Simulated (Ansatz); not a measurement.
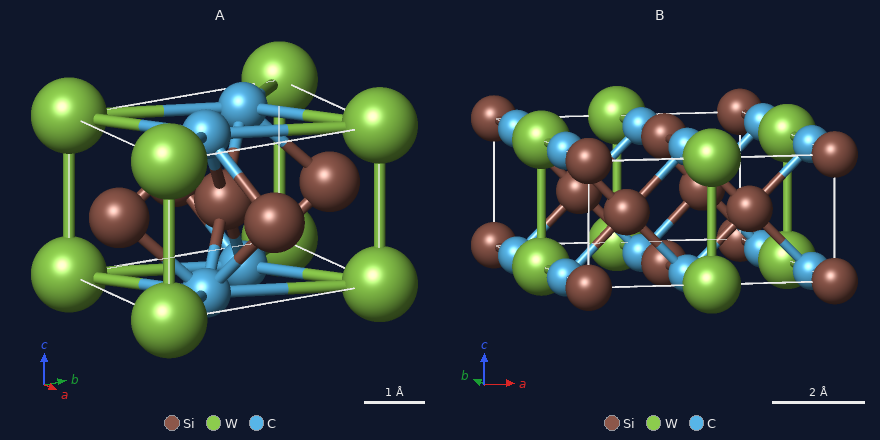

Two structures of Si$_{3}$WC$_{2}$, each relaxed to rest (conventional cells in solid outline, small ones repeated, not to one scale). Method: DFT PBE, scalar-relativistic, plane waves, PAW in Ansatz, without spin polarisation.

**What are the two structures?**

A: CeCo₃B₂ type, P6/mmm. B: 12 atoms a cell on a base-centred orthorhombic lattice, Cmmm.

**What is the energy order of the two?**

B is lower, by 337 meV/atom at this level of theory (energies at zero smearing). Volumes: A 11.0, B 11.3 Å³/atom.

One or both may be structure types tried for this composition rather than known phases.
